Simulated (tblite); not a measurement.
**Saddle-point search of C2H8BSi (charge −1)**

System: C2H8BSi, charge −1, SMILES CBC[SiH2-].
Method: GFN2-xTB saddle search (eigenvector following) and harmonic vibrations, gas phase (tblite 0.8.0).

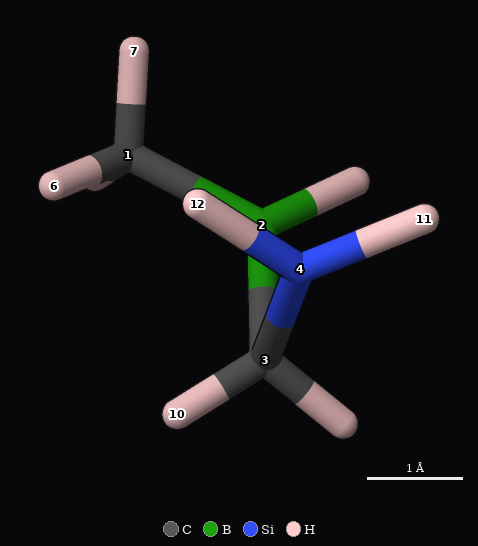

The structure as given in the input (stick view, seen at a tilt; atoms are numbered from 1 in the order of the input). Bond lengths as drawn: B–C 1.53 to 1.61 Å, B–H 1.20 Å, C–H 1.09 to 1.10 Å, C–Si 1.92 Å and H–Si 1.43 Å.

## The input
```
{"job": {"xc": "GFN2-xTB", "basis": "xTB", "kind": "saddle"}, "charge": -1, "multiplicity": 1}
C     -1.456618     0.644662    -0.309076
B     -0.221909    -0.360388    -0.563189
C      0.413529    -1.113887     0.603697
Si     1.725932     0.274822     0.417916
H     -2.410091     0.105037    -0.365142
H     -1.419337     1.111050     0.677125
H     -1.515804     1.451827    -1.045597
H     -0.025810    -0.724445    -1.685435
H      0.885880    -2.080903     0.453021
H     -0.030433    -1.075333     1.595057
H      2.649002     0.184105    -0.667107
H      1.405659     1.583453     0.888731
```

The first line tells a small driver script what to run in tblite; the rest is the geometry in Å.

Hardware: 1 CPU thread, shared host.

Launched with:
```bash
OMP_NUM_THREADS=1 python <driver script> task.json out
```

## Output
```
step      E/eV     max force
  0    -310.74988   0.0140
  1    -310.75223   0.1358
  2    -310.75143   0.0337
  3    -310.75060   0.0119
  4    -310.75138   0.0155
  5    -310.75206   0.0181
  6    -310.75264   0.0111
  7    -310.75320   0.0264
  8    -310.75350   0.0326
  9    -310.75359   0.0087
 10    -310.75360   0.0022
lowest wavenumbers (cm-1): -467.5 141.7 189.4 262.7 324.7 361.7
```

## Trajectory as extended XYZ (Å, eV, eV/Å), 9 of the 11 frames kept, from step=0 to step=10
```
12
Properties=species:S:1:pos:R:3:forces:R:3 step=0 energy=-310.74988
C    -1.4566    0.6447   -0.3091    0.0030   0.0080  -0.0060
B    -0.2219   -0.3604   -0.5632   -0.0040  -0.0050   0.0010
C     0.4135   -1.1139    0.6037    0.0020   0.0010   0.0060
Si    1.7259    0.2748    0.4179   -0.0040   0.0010  -0.0050
H    -2.4101    0.1050   -0.3651    0.0030   0.0040  -0.0110
H    -1.4193    1.1110    0.6771   -0.0040  -0.0060   0.0120
H    -1.5158    1.4518   -1.0456    0.0100   0.0060   0.0050
H    -0.0258   -0.7244   -1.6854    0.0020  -0.0080   0.0080
H     0.8859   -2.0809    0.4530   -0.0030  -0.0070   0.0010
H    -0.0304   -1.0753    1.5951    0.0000  -0.0070   0.0020
H     2.6490    0.1841   -0.6671   -0.0030   0.0120  -0.0040
H     1.4057    1.5835    0.8887   -0.0020   0.0020  -0.0080
12
Properties=species:S:1:pos:R:3:forces:R:3 step=1 energy=-310.75223
C    -1.4515    0.6437   -0.3059   -0.0760   0.0490  -0.0020
B    -0.2260   -0.3736   -0.5535   -0.0020  -0.0030  -0.0040
C     0.4183   -1.1144    0.6168    0.0020   0.0050   0.0000
Si    1.7192    0.2819    0.3998   -0.0020  -0.0050   0.0000
H    -2.4155    0.1325   -0.4549    0.1090   0.0790   0.0180
H    -1.4597    1.0449    0.7133   -0.0200  -0.0320  -0.1060
H    -1.4460    1.5005   -0.9931   -0.0110  -0.0940   0.0940
H    -0.0401   -0.7544   -1.6722    0.0010  -0.0010   0.0050
H     0.8927   -2.0815    0.4718    0.0000   0.0010   0.0010
H    -0.0156   -1.0670    1.6123    0.0010   0.0000  -0.0020
H     2.6310    0.1943   -0.6956   -0.0020   0.0010  -0.0010
H     1.3931    1.5930    0.8611   -0.0010   0.0010  -0.0030
12
Properties=species:S:1:pos:R:3:forces:R:3 step=2 energy=-310.75143
C    -1.4520    0.6458   -0.3082    0.0190  -0.0120  -0.0020
B    -0.2234   -0.3677   -0.5584   -0.0020  -0.0010   0.0010
C     0.4153   -1.1170    0.6094    0.0010   0.0000   0.0020
Si    1.7199    0.2778    0.4102    0.0000   0.0020  -0.0030
H    -2.4101    0.1211   -0.3969   -0.0260  -0.0170  -0.0130
H    -1.4301    1.0900    0.6879    0.0010   0.0030   0.0330
H    -1.4847    1.4688   -1.0271    0.0090   0.0270  -0.0180
H    -0.0316   -0.7407   -1.6786   -0.0010  -0.0030   0.0020
H     0.8889   -2.0837    0.4594    0.0000  -0.0010   0.0020
H    -0.0237   -1.0767    1.6029    0.0010   0.0000   0.0020
H     2.6375    0.1965   -0.6807   -0.0010   0.0020  -0.0020
H     1.3940    1.5858    0.8801    0.0000   0.0010  -0.0040
12
Properties=species:S:1:pos:R:3:forces:R:3 step=4 energy=-310.75138
C    -1.4514    0.6462   -0.3084   -0.0070   0.0040  -0.0010
B    -0.2234   -0.3680   -0.5584   -0.0010  -0.0010   0.0000
C     0.4152   -1.1178    0.6093    0.0010   0.0010   0.0010
Si    1.7194    0.2777    0.4106   -0.0010   0.0000  -0.0020
H    -2.4108    0.1205   -0.3941    0.0090   0.0090  -0.0080
H    -1.4269    1.0931    0.6877   -0.0070  -0.0100  -0.0030
H    -1.4849    1.4681   -1.0306    0.0060  -0.0030   0.0140
H    -0.0315   -0.7413   -1.6785   -0.0010  -0.0020   0.0020
H     0.8887   -2.0844    0.4586    0.0000   0.0000   0.0020
H    -0.0238   -1.0782    1.6029    0.0010   0.0010   0.0010
H     2.6367    0.1988   -0.6806   -0.0010   0.0000  -0.0020
H     1.3928    1.5853    0.8816    0.0000   0.0010  -0.0030
12
Properties=species:S:1:pos:R:3:forces:R:3 step=5 energy=-310.75206
C    -1.4511    0.6455   -0.3076   -0.0100   0.0060   0.0010
B    -0.2244   -0.3704   -0.5565    0.0000  -0.0010   0.0000
C     0.4163   -1.1170    0.6120    0.0010   0.0010   0.0010
Si    1.7187    0.2792    0.4065   -0.0010   0.0000  -0.0010
H    -2.4118    0.1260   -0.4150    0.0130   0.0110  -0.0060
H    -1.4381    1.0769    0.6959   -0.0070  -0.0110  -0.0110
H    -1.4705    1.4789   -1.0172    0.0040  -0.0070   0.0160
H    -0.0347   -0.7467   -1.6760   -0.0010  -0.0020   0.0010
H     0.8902   -2.0838    0.4630    0.0010   0.0000   0.0020
H    -0.0206   -1.0749    1.6063    0.0010   0.0010   0.0010
H     2.6340    0.1985   -0.6862    0.0000  -0.0010  -0.0020
H     1.3919    1.5877    0.8748    0.0000   0.0010  -0.0030
12
Properties=species:S:1:pos:R:3:forces:R:3 step=6 energy=-310.75264
C    -1.4512    0.6447   -0.3066   -0.0050   0.0030   0.0010
B    -0.2254   -0.3724   -0.5547    0.0000  -0.0010   0.0000
C     0.4175   -1.1159    0.6146    0.0000   0.0010   0.0010
Si    1.7185    0.2807    0.4025    0.0000   0.0000  -0.0010
H    -2.4124    0.1316   -0.4362    0.0070   0.0070  -0.0050
H    -1.4503    1.0600    0.7035   -0.0050  -0.0070  -0.0050
H    -1.4569    1.4892   -1.0028    0.0030  -0.0030   0.0100
H    -0.0377   -0.7514   -1.6736   -0.0010  -0.0010   0.0010
H     0.8917   -2.0828    0.4675    0.0000   0.0000   0.0010
H    -0.0176   -1.0712    1.6096    0.0010   0.0010   0.0010
H     2.6320    0.1972   -0.6916   -0.0010   0.0000  -0.0020
H     1.3919    1.5904    0.8677    0.0000   0.0010  -0.0020
12
Properties=species:S:1:pos:R:3:forces:R:3 step=8 energy=-310.75350
C    -1.4516    0.6423   -0.3040   -0.0180   0.0120   0.0020
B    -0.2282   -0.3781   -0.5497    0.0000  -0.0010   0.0000
C     0.4208   -1.1127    0.6219    0.0000   0.0010   0.0000
Si    1.7178    0.2847    0.3913    0.0000  -0.0010   0.0000
H    -2.4131    0.1482   -0.4952    0.0260   0.0190   0.0050
H    -1.4856    1.0124    0.7239   -0.0040  -0.0080  -0.0280
H    -1.4194    1.5177   -0.9613   -0.0040  -0.0220   0.0220
H    -0.0461   -0.7646   -1.6669    0.0000   0.0000   0.0010
H     0.8960   -2.0799    0.4801    0.0000   0.0000   0.0000
H    -0.0089   -1.0605    1.6189    0.0000   0.0000  -0.0010
H     2.6264    0.1929   -0.7064    0.0000   0.0000   0.0000
H     1.3919    1.5976    0.8475    0.0000   0.0000  -0.0010
12
Properties=species:S:1:pos:R:3:forces:R:3 step=9 energy=-310.75359
C    -1.4519    0.6418   -0.3035   -0.0050   0.0030   0.0010
B    -0.2288   -0.3791   -0.5487    0.0000   0.0000   0.0000
C     0.4215   -1.1120    0.6233    0.0000   0.0000   0.0000
Si    1.7178    0.2855    0.3890    0.0000   0.0000   0.0000
H    -2.4124    0.1522   -0.5066    0.0070   0.0050   0.0010
H    -1.4933    1.0030    0.7267   -0.0010  -0.0020  -0.0070
H    -1.4127    1.5225   -0.9522   -0.0010  -0.0060   0.0060
H    -0.0476   -0.7671   -1.6656    0.0000   0.0000   0.0000
H     0.8968   -2.0793    0.4826    0.0000   0.0000   0.0000
H    -0.0072   -1.0583    1.6207    0.0000   0.0000   0.0000
H     2.6255    0.1918   -0.7092    0.0000   0.0000   0.0000
H     1.3922    1.5990    0.8436    0.0000   0.0000   0.0000
12
Properties=species:S:1:pos:R:3:forces:R:3 step=10 energy=-310.75360
C    -1.4521    0.6415   -0.3032   -0.0010   0.0010   0.0000
B    -0.2291   -0.3796   -0.5481    0.0000   0.0000   0.0000
C     0.4219   -1.1115    0.6240    0.0000   0.0000   0.0000
Si    1.7180    0.2858    0.3878    0.0000   0.0000   0.0000
H    -2.4122    0.1542   -0.5128    0.0020   0.0010   0.0000
H    -1.4975    0.9979    0.7283    0.0000  -0.0010  -0.0020
H    -1.4092    1.5251   -0.9474    0.0000  -0.0010   0.0010
H    -0.0485   -0.7683   -1.6648    0.0000   0.0000   0.0000
H     0.8972   -2.0789    0.4839    0.0000   0.0000   0.0000
H    -0.0062   -1.0570    1.6216    0.0000   0.0000   0.0000
H     2.6251    0.1912   -0.7108    0.0000   0.0000   0.0000
H     1.3928    1.5997    0.8416    0.0000   0.0000   0.0000
```

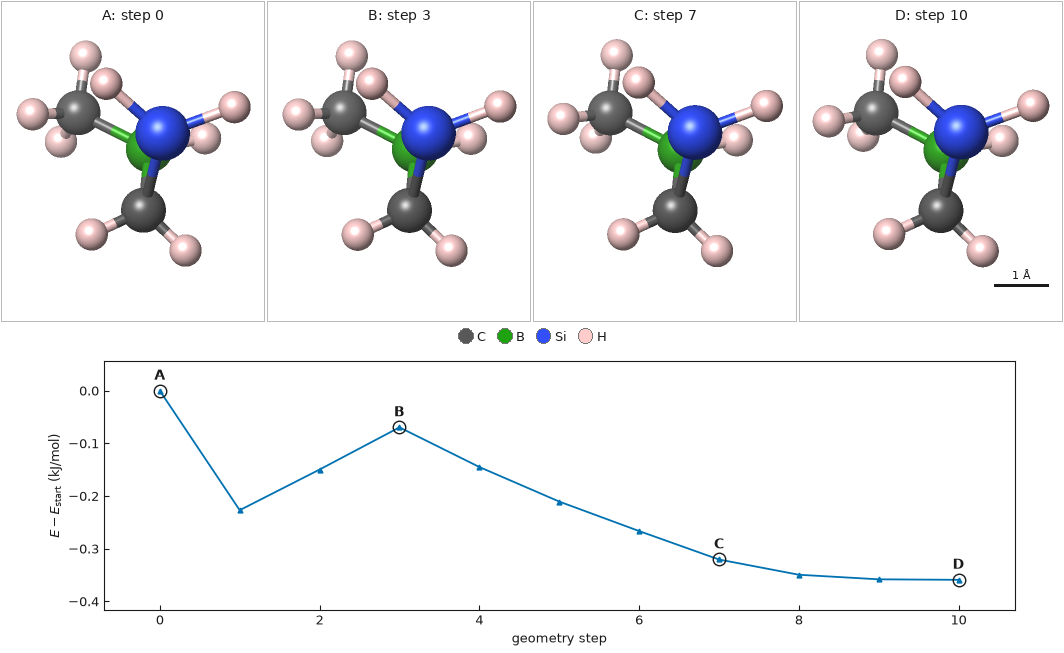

Frames of the saddle-point search (ball-and-stick view, seen at a tilt) above the curves, on which the letters mark them (steps are counted from 0).

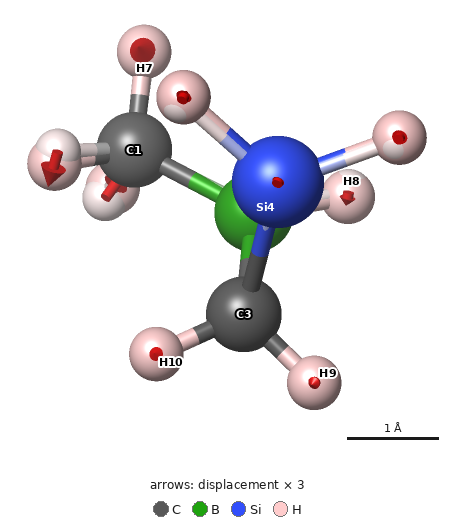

Start (faint) and end (solid) with the displacements as red arrows, magnified 3 times (ball-and-stick view, seen at a tilt). The two geometries are laid on each other by the best rigid fit. The energy falls by 0.36 kJ/mol in 10 geometry steps. The largest force component goes from 0.012 to 0.002 eV/Å. H7 moves most after the best rigid fit: 0.16 Å. By element the largest moves are H 0.16 Å, Si 0.03 Å, B 0.03 Å, C 0.02 Å. (Atoms are counted from 1 in the order of the input.)

## Key numbers

```tsv
quantity	value
outcome	converged
total energy	−310.7536 eV
point group	C1
wall time	1.5 s
peak memory	0.19 GiB
```
